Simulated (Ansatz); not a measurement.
**CHBCl₂ (SMILES B=C(Cl)Cl): functionals against CCSD(T) at one geometry**

The atoms stand at a structure displaced at random from a GFN2-xTB minimum. How far do the functionals agree with CCSD(T) there?

Program: Ansatz 0.2.0, Gaussian basis. Level of theory: single points in def2-TZVPP. These are calculated values, not measurements.

Correlated methods freeze the cores.

**1. The system as given**

SMILES `B=C(Cl)Cl`, 5 atoms, charge 0, spin multiplicity 1.

Atoms are counted from 1 here; the program's logs count them from 0.

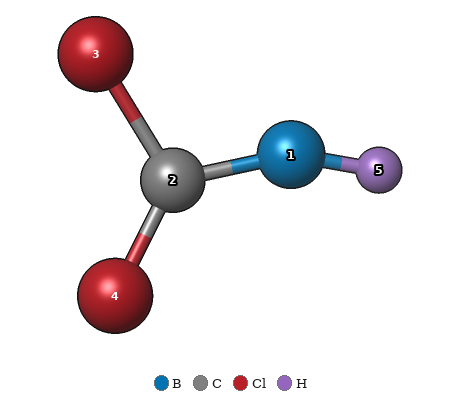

The starting geometry (boron blue, carbon grey, chlorine red, hydrogen purple); atoms are numbered from 1 in the order of the file.

As a file:

```mol
CHBCl2
  3D, bonds by distance, orders not assigned

  5  4  0  0  0  0  0  0  0  0999 V2000
    0.7153    0.7237    0.2617 B   0  0
   -0.2481   -0.4233   -0.1168 C   0  0
   -2.0272    0.1834    0.0035 Cl  0  0
    0.1096   -1.9708   -0.5444 Cl  0  0
    1.7168    1.2697    0.3937 H   0  0
  1  2  8  0
  1  5  8  0
  2  3  8  0
  2  4  8  0
M  END
```

**2. CCSD(T)/def2-TZVPP**

Contents of run/in.yaml:

```yaml
crystal:
  periodic: [false, false, false]
  atoms:
    - {symbol: B, position_ang: [0.715300, 0.723700, 0.261700]}
    - {symbol: C, position_ang: [-0.248100, -0.423300, -0.116800]}
    - {symbol: Cl, position_ang: [-2.027200, 0.183400, 0.003500]}
    - {symbol: Cl, position_ang: [0.109600, -1.970800, -0.544400]}
    - {symbol: H, position_ang: [1.716800, 1.269700, 0.393700]}
basis:
  gaussian: {orbitals: def2-TZVPP}
correlation: {method: ccsd_t}
output: {forces: true}
```

The command line of these runs was not kept.

**3. PBE0-D4/def2-TZVPP**

run/in.yaml, as its differences from that of step 2:

```diff
@@ -10,3 +10,3 @@
   gaussian: {orbitals: def2-TZVPP}
-correlation: {method: ccsd_t}
-output: {forces: true}
+hamiltonian: {xc: pbe0, dispersion: d4}
+output: {forces: true, orbitals: {seedname: orbitals}}
```

**4. wB97M-V/def2-TZVPP**

run/in.yaml, as its differences from that of step 3:

```diff
@@ -10,3 +10,3 @@
   gaussian: {orbitals: def2-TZVPP}
-hamiltonian: {xc: pbe0, dispersion: d4}
-output: {forces: true, orbitals: {seedname: orbitals}}
+hamiltonian: {xc: {name: wB97M-V}}
+output: {forces: true}
```

**5. r2SCAN-D4/def2-TZVPP**

run/in.yaml, as its differences from that of step 4:

```diff
@@ -10,3 +10,3 @@
   gaussian: {orbitals: def2-TZVPP}
-hamiltonian: {xc: {name: wB97M-V}}
+hamiltonian: {xc: r2scan, dispersion: d4}
 output: {forces: true}
```

**6. PBE-D4/def2-TZVPP**

run/in.yaml, as its differences from that of step 5:

```diff
@@ -10,3 +10,3 @@
   gaussian: {orbitals: def2-TZVPP}
-hamiltonian: {xc: r2scan, dispersion: d4}
+hamiltonian: {xc: pbe, dispersion: d4}
 output: {forces: true}
```

**7. SPW92/def2-TZVPP**

run/in.yaml, as its differences from that of step 6:

```diff
@@ -10,3 +10,3 @@
   gaussian: {orbitals: def2-TZVPP}
-hamiltonian: {xc: pbe, dispersion: d4}
+hamiltonian: {xc: lda}
 output: {forces: true}
```

**8. CAM-B3LYP-D4/def2-TZVPP**

run/in.yaml, as its differences from that of step 7:

```diff
@@ -10,3 +10,3 @@
   gaussian: {orbitals: def2-TZVPP}
-hamiltonian: {xc: lda}
+hamiltonian: {xc: {name: CAM-B3LYP}, dispersion: d4}
 output: {forces: true}
```

(Steps that only read results are left out.)

What does the calculation give? Wanted: energy less free atoms, CCSD(T)/def2-TZVPP; RMS force component; RMS force error; HOMO and LUMO, PBE0-D4; T1 diagnostic.

**Answer**, as computed:

| quantity | value |
| --- | --- |
| energy less free atoms, CCSD(T)/def2-TZVPP | -341.7 kcal/mol |
| RMS force component | 2.279 to 2.572 eV/Å over the methods |
| RMS force error | PBE0-D4 0.253, wB97M-V 0.278, r2SCAN-D4 0.210, PBE-D4 0.185, SPW92 0.372, CAM-B3LYP-D4 0.314 eV/Å |
| HOMO and LUMO, PBE0-D4 | -6.26 and -2.95 eV |
| T1 diagnostic | 0.015 |

What this shows: Against CCSD(T) the functionals' energies less atoms differ by -93.6 to -11.2 kcal/mol, PBE-D4 by -39.7 kcal/mol. The reference is not at the basis limit: in triple zeta CCSD(T) underbinds, which counts against methods that bind more; the gaps are no ranking. The forces of PBE-D4 come nearest to CCSD(T), those of SPW92 are farthest. Frozen-core CCSD(T) forces in triple zeta carry basis errors of their own, and this is one geometry, so small gaps rank nothing. The restricted Hartree–Fock reference is unstable towards an unrestricted one at one or more of these structures.
